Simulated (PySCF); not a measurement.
# PH3 (phosphine) at 6 levels

We compute a comparison of 6 runs (BLYP/aug-cc-pVTZ, M06-2X/aug-cc-pVTZ, PBE/aug-cc-pVTZ, SVWN5/aug-cc-pVTZ, r2SCAN/aug-cc-pVTZ, SCS-MP2/aug-cc-pVTZ) of PH3 (phosphine). 

The results are computed with PySCF 2.14.0.

1 further run of the same task is left out (set aside as unsound or not needed). Runs told in other sessions of the task aren't counted.

**1. Starting point**

PH3 has 4 atoms, charge 0, and is taken as a singlet. SMILES: `P`. The P1–H4 distance was set to 2.130 Å, away from the relaxed value. At this shape a bond of the SMILES string is far longer than usual.

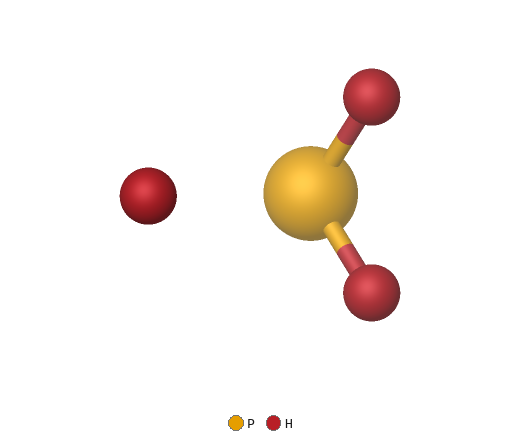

Viewed from a chosen angle; phosphorus amber, hydrogen red.

**2. A single-point energy at BLYP/aug-cc-pVTZ (run 1)**

Input file job.py:

```python
from pyscf import gto, dft

mol = gto.M(
    atom=[
    ('P', (0.504648, -1.001493, -0.180752)),
    ('H', (0.789548, -0.708993, 1.179048)),
    ('H', (-0.846852, -1.337993, 0.094848)),
    ('H', (0.028700, 1.023500, -0.636900)),
],
    max_memory=1860,
    verbose=3,
    spin=0,
    basis='aug-cc-pvtz',
    charge=0,
)

mf = dft.RKS(mol, xc='blyp')
mf.conv_tol = 1e-10
mf.grids.level = 5
mf.kernel()
if not mf.converged:
    mf = mf.newton().run(mf.mo_coeff, mf.mo_occ)

etot = mf.e_tot
print('E = %.10f Eh' % etot)
```

Launch:

```bash
$ OMP_NUM_THREADS=1 python job.py
```

Log:

```text
converged SCF energy = -343.081183316562
E = -343.0811833166 Eh
```

Run time: 11 s. Hardware: 1 thread of Arm Neoverse V1, shared host; peak memory 0.62 GiB.

**3. The energy at M06-2X/aug-cc-pVTZ (run 2)**

Input file calc.py:

```python
from pyscf import gto, dft

mol = gto.M(
    atom='''
P    0.504648  -1.001493  -0.180752
H    0.789548  -0.708993   1.179048
H   -0.846852  -1.337993   0.094848
H    0.028700   1.023500  -0.636900
''',
    max_memory=1860,
    basis='aug-cc-pvtz',
    spin=0,
    verbose=4,
)

mf = dft.RKS(mol, xc='m06-2x')
mf.grids.level = 5
mf.conv_tol = 1e-10
mf.kernel()
if not mf.converged:
    mf = mf.newton().run(mf.mo_coeff, mf.mo_occ)

e_tot = mf.e_tot
print('Final energy', e_tot)
```

Launch:

```bash
$ OMP_NUM_THREADS=1 python calc.py
```

Log:

```text
PySCF version 2.14.0

[INPUT] num. atoms = 4
[INPUT] num. electrons = 18
[INPUT] charge = 0
[INPUT] spin (= nelec alpha-beta = 2S) = 0
[INPUT] symmetry False subgroup None
[INPUT] Mole.unit = angstrom
[INPUT] Symbol           X                Y                Z      unit          X                Y                Z       unit  Magmom
[INPUT]  1 P      0.504648000000  -1.001493000000  -0.180752000000 AA    0.953646509310  -1.892547485669  -0.341571776467 Bohr   0.0
[INPUT]  2 H      0.789548000000  -0.708993000000   1.179048000000 AA    1.492029482198  -1.339802594234   2.228077807716 Bohr   0.0
[INPUT]  3 H     -0.846852000000  -1.337993000000   0.094848000000 AA   -1.600318348040  -2.528440326585   0.179236743463 Bohr   0.0
[INPUT]  4 H      0.028700000000   1.023500000000  -0.636900000000 AA    0.054235139775   1.934134688492  -1.203566568735 Bohr   0.0

nuclear repulsion = 15.5691373136891
number of shells = 40
number of NR pGTOs = 150
number of NR cGTOs = 119
basis = aug-cc-pvtz
ecp = {}

******** <class 'pyscf.dft.rks.RKS'> ********
method = RKS
initial guess = minao
damping factor = 0
level_shift factor = 0
DIIS = <class 'pyscf.scf.diis.CDIIS'>
diis_start_cycle = 1
diis_space = 8
diis_damp = 0
SCF conv_tol = 1e-10
SCF conv_tol_grad = None
SCF max_cycles = 50
direct_scf = True
direct_scf_tol = 1e-13
XC library pyscf.dft.libxc version 7.0.0
    S. Lehtola, C. Steigemann, M. J.T. Oliveira, and M. A.L. Marques.,  SoftwareX 7, 1–5 (2018)
XC functionals = m06-2x
    Y. Zhao and D. G. Truhlar.,  Theor. Chem. Acc. 120, 215 (2008)
    Y. Zhao and D. G. Truhlar.,  Theor. Chem. Acc. 120, 215 (2008)
radial grids:
    Treutler-Ahlrichs [JCP 102, 346 (1995); DOI:10.1063/1.469408] (M4) radial grids

becke partition: Becke, JCP 88, 2547 (1988); DOI:10.1063/1.454033
pruning grids: <function nwchem_prune>
grids dens level: 5
symmetrized grids: False
atomic radii adjust function: <function treutler_atomic_radii_adjust>
small_rho_cutoff = 0
Set gradient conv threshold to 1e-05
Initial guess from minao.
tot grids = 114208
init E= -342.744737319373
  HOMO = -0.285968966289497  LUMO = -0.0929606989416643  gap/eV = 5.25202
cycle= 1 E= -343.042901531987  delta_E= -0.298  |g|= 0.115  |ddm|=  1.2
  HOMO = -0.323012741086536  LUMO = -0.0628860172284531  gap/eV = 7.07841
cycle= 2 E= -343.047250653652  delta_E= -0.00435  |g|= 0.0696  |ddm|= 0.219
  HOMO = -0.328363270108504  LUMO = -0.0585048430945507  gap/eV = 7.34322
cycle= 3 E= -343.049276843245  delta_E= -0.00203  |g|= 0.0271  |ddm|= 0.0916
  HOMO = -0.324942982350112  LUMO = -0.0553698266297475  gap/eV = 7.33546
cycle= 4 E= -343.049572902806  delta_E= -0.000296  |g|= 0.00476  |ddm|= 0.0274
  HOMO = -0.325244148117886  LUMO = -0.0552554355931782  gap/eV = 7.34677
cycle= 5 E= -343.049582645491  delta_E= -9.74e-06  |g|= 0.000652  |ddm|= 0.00672
  HOMO = -0.325280679966583  LUMO = -0.055259479776705  gap/eV = 7.34765
cycle= 6 E= -343.049582903195  delta_E= -2.58e-07  |g|= 0.000191  |ddm|= 0.0012
  HOMO = -0.325282665328887  LUMO = -0.0552529468635488  gap/eV = 7.34788
cycle= 7 E= -343.049582932663  delta_E= -2.95e-08  |g|= 4.8e-05  |ddm|= 0.00036
  HOMO = -0.325287711425962  LUMO = -0.0552522061971779  gap/eV = 7.34804
cycle= 8 E= -343.049582934899  delta_E= -2.24e-09  |g|= 1.36e-05  |ddm|= 0.00011
  HOMO = -0.325286424517977  LUMO = -0.0552505668651193  gap/eV = 7.34805
cycle= 9 E= -343.049582935055  delta_E= -1.56e-10  |g|= 5.12e-06  |ddm|= 2.77e-05
  HOMO = -0.325287041379855  LUMO = -0.0552509330985211  gap/eV = 7.34806
cycle= 10 E= -343.049582935073  delta_E= -1.85e-11  |g|= 4.03e-07  |ddm|= 9.47e-06
  HOMO = -0.32528697142123  LUMO = -0.0552508458612158  gap/eV = 7.34806
Extra cycle  E= -343.049582935072  delta_E= 1.25e-12  |g|= 1.47e-07  |ddm|= 1.16e-06
converged SCF energy = -343.049582935072
Final energy -343.0495829350719
```

Wall time 26 s (1 thread of Arm Neoverse V1, shared host); peak memory 0.67 GiB.

Runs 3 to 5 aren't shown in full; the table further down has their settings and results.

**4. The energy at SCS-MP2/aug-cc-pVTZ (run 6)**

Input file geometry.xyz:

```xyz
4

P      0.504648    -1.001493    -0.180752
H      0.789548    -0.708993     1.179048
H     -0.846852    -1.337993     0.094848
H      0.028700     1.023500    -0.636900
```

Input file job.py:

```python
from pyscf import gto, scf, mp

system = gto.M(
    atom='geometry.xyz',
    spin=0,
    max_memory=1860,
    basis='aug-cc-pvtz',
    verbose=4,
    charge=0,
)

mf = scf.RHF(system)
mf.conv_tol = 1e-10
mf.kernel()
if not mf.converged:
    mf = mf.newton().run(mf.mo_coeff, mf.mo_occ)

pt = mp.MP2(mf, frozen=5).run()
etot = mf.e_tot + 1.2 * pt.e_corr_os + pt.e_corr_ss / 3
print('Final energy', etot)
```

Launch:

```bash
$ OMP_NUM_THREADS=1 python job.py
```

Log:

```text
PySCF version 2.14.0

[INPUT] num. atoms = 4
[INPUT] num. electrons = 18
[INPUT] charge = 0
[INPUT] spin (= nelec alpha-beta = 2S) = 0
[INPUT] symmetry False subgroup None
[INPUT] Mole.unit = angstrom
[INPUT] Symbol           X                Y                Z      unit          X                Y                Z       unit  Magmom
[INPUT]  1 P      0.504648000000  -1.001493000000  -0.180752000000 AA    0.953646509310  -1.892547485669  -0.341571776467 Bohr   0.0
[INPUT]  2 H      0.789548000000  -0.708993000000   1.179048000000 AA    1.492029482198  -1.339802594234   2.228077807716 Bohr   0.0
[INPUT]  3 H     -0.846852000000  -1.337993000000   0.094848000000 AA   -1.600318348040  -2.528440326585   0.179236743463 Bohr   0.0
[INPUT]  4 H      0.028700000000   1.023500000000  -0.636900000000 AA    0.054235139775   1.934134688492  -1.203566568735 Bohr   0.0

nuclear repulsion = 15.5691373136891
number of shells = 40
number of NR pGTOs = 150
number of NR cGTOs = 119
basis = aug-cc-pvtz
ecp = {}

******** <class 'pyscf.scf.hf.RHF'> ********
method = RHF
initial guess = minao
damping factor = 0
level_shift factor = 0
DIIS = <class 'pyscf.scf.diis.CDIIS'>
diis_start_cycle = 1
diis_space = 8
diis_damp = 0
SCF conv_tol = 1e-10
SCF conv_tol_grad = None
SCF max_cycles = 50
direct_scf = True
direct_scf_tol = 1e-13
Set gradient conv threshold to 1e-05
[... 1 set-up line as earlier in the session ...]
init E= -341.963805271315
  HOMO = -0.281366395814346  LUMO = -0.0426101114327668  gap/eV = 6.49689
cycle= 1 E= -342.385372580809  delta_E= -0.422  |g|= 0.162  |ddm|= 1.15
  HOMO = -0.381989265717262  LUMO = 0.00482556920761734  gap/eV = 10.52577
cycle= 2 E= -342.400496966568  delta_E= -0.0151  |g|= 0.0506  |ddm|= 0.162
  HOMO = -0.375079575243642  LUMO = 0.015046516722319  gap/eV = 10.61587
cycle= 3 E= -342.40243035324  delta_E= -0.00193  |g|= 0.0162  |ddm|= 0.0717
  HOMO = -0.375418776083055  LUMO = 0.0160128803766595  gap/eV = 10.65140
cycle= 4 E= -342.402672091415  delta_E= -0.000242  |g|= 0.00296  |ddm|= 0.0271
  HOMO = -0.375871828387822  LUMO = 0.0158686262058376  gap/eV = 10.65980
cycle= 5 E= -342.402682299897  delta_E= -1.02e-05  |g|= 0.000704  |ddm|= 0.00618
  HOMO = -0.375961296448853  LUMO = 0.0158735538463999  gap/eV = 10.66237
cycle= 6 E= -342.402682936302  delta_E= -6.36e-07  |g|= 0.00018  |ddm|= 0.00163
  HOMO = -0.375970653374634  LUMO = 0.0158739786387043  gap/eV = 10.66264
cycle= 7 E= -342.402682989575  delta_E= -5.33e-08  |g|= 7.64e-05  |ddm|= 0.000461
  HOMO = -0.375981063592036  LUMO = 0.0158739868882689  gap/eV = 10.66292
cycle= 8 E= -342.402682998383  delta_E= -8.81e-09  |g|= 1.61e-05  |ddm|= 0.000215
  HOMO = -0.375984744666282  LUMO = 0.0158743761776421  gap/eV = 10.66303
cycle= 9 E= -342.402682998754  delta_E= -3.71e-10  |g|= 3.88e-06  |ddm|= 4.64e-05
  HOMO = -0.375984203790235  LUMO = 0.0158746178389411  gap/eV = 10.66302
cycle= 10 E= -342.402682998764  delta_E= -1.03e-11  |g|= 1.08e-06  |ddm|= 6.88e-06
  HOMO = -0.375984353701707  LUMO = 0.0158745913578437  gap/eV = 10.66303
Extra cycle  E= -342.402682998769  delta_E= -4.89e-12  |g|= 4.13e-07  |ddm|= 1.55e-06
converged SCF energy = -342.402682998769

******** <class 'pyscf.mp.mp2.RMP2'> ********
nocc = 4, nmo = 114
frozen orbitals 5
E(RMP2) = -342.581947437492  E_corr = -0.179264438722836
E(SCS-RMP2) = -342.593920350663  E_corr = -0.191237351893428
E_corr(same-spin) = -0.0275538168161246
E_corr(oppo-spin) = -0.151710621906711
Final energy -342.5939203506627
```

It took 3.9 s on 1 thread of Arm Neoverse V1, shared host; peak memory 0.33 GiB.

**5. Overview of the runs**

```
run                level  integration grid  frozen core orbitals  energy (Eh)  dipole moment (D) of the reference  HOMO energy (eV)  LUMO energy (eV)  wall time
  1     BLYP/aug-cc-pVTZ                 5                     –  -343.081183                                0.82             -6.76             -3.07       11 s
  2   M06-2X/aug-cc-pVTZ                 5                     –  -343.049583                                0.84             -8.85             -1.50       26 s
  3      PBE/aug-cc-pVTZ                 5                     –  -342.919266                                0.76             -6.87             -3.14       11 s
  4    SVWN5/aug-cc-pVTZ                 5                     –  -341.790230                                0.70             -6.90             -3.21      7.8 s
  5   r2SCAN/aug-cc-pVTZ                 5                     –  -343.051351                                0.81             -7.09             -3.00       25 s
  6  SCS-MP2/aug-cc-pVTZ                 –                     5  -342.593920                                1.16            -10.23              0.43      3.9 s
```

**6. What came out**

| quantity | value |
| --- | --- |
| run 6: total energy | -342.59392 Eh |
| run 6: dipole moment (Hartree–Fock density) | 1.16 D |
| run 6: HOMO energy (Hartree–Fock orbitals) | -10.23 eV |
| run 6: LUMO energy (Hartree–Fock orbitals) | 0.43 eV |
| run 6: HOMO–LUMO gap (Hartree–Fock orbitals) | 10.66 eV |
| run 6: correlation energy (5 core orbitals frozen) | -191.2 mEh |

In words: Over runs 1, 2, 3, 4, 5 the dipole moment (its size) runs from 0.70 D (SVWN5/aug-cc-pVTZ) to 0.84 D (M06-2X/aug-cc-pVTZ). Over runs 1, 2, 3, 4, 5 the HOMO–LUMO gap runs from 3.69 eV (BLYP/aug-cc-pVTZ) to 7.35 eV (M06-2X/aug-cc-pVTZ). Totals of different functionals can't be ranked against each other. In all runs a closed-shell determinant meets a far-stretched bond; if it breaks into open shells, such a determinant describes it badly, and no broken-symmetry solution was shown. All runs together took 83 s, the longest 26 s.
